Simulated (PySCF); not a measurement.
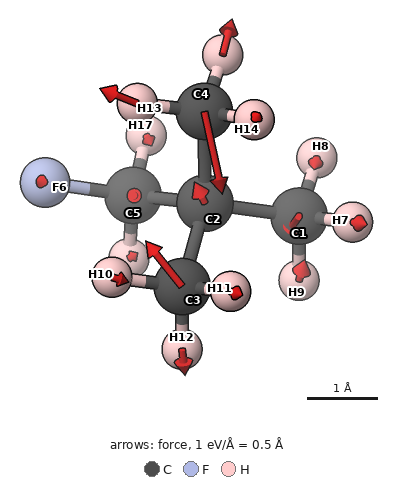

Starting geometry of C₅H₁₁F with the computed forces as red arrows. Style: ball-and-stick. Shown at a tilt.

The start comes from GFN2-xTB. Its atoms were then displaced at random by about 0.01 Å.

The calculation used PySCF 2.14.0, density-fitted response routines, PBE0-D3(BJ)/def2-TZVP geometry optimisation, gas phase. 

> What follows when this structure is relaxed?

It isn't relaxed: the largest force vector, on a C atom, is 2.50 eV/Å. The final displacements follow the starting forces only in part (cosine between the two patterns 0.61). The largest move after the best rigid fit is that of an H atom, 0.053 Å. Largest moves by element: H 0.053 Å, C 0.038 Å, F 0.024 Å. Among the contacts that change: C–C 1.564 → 1.526 Å, C–H 1.056 → 1.091 Å, C–H 1.122 → 1.094 Å, C–C 1.508 → 1.525 Å. Among the angles between lasting bonds that change: H–C–H 111.8° → 108.1°, C–C–H 107.5° → 111.0°, C–C–H 107.0° → 110.5°. Over 8 geometry steps the energy falls by 0.161 eV. Cost: 2.7 min on 1 thread of AMD EPYC 9R14 (shared host).
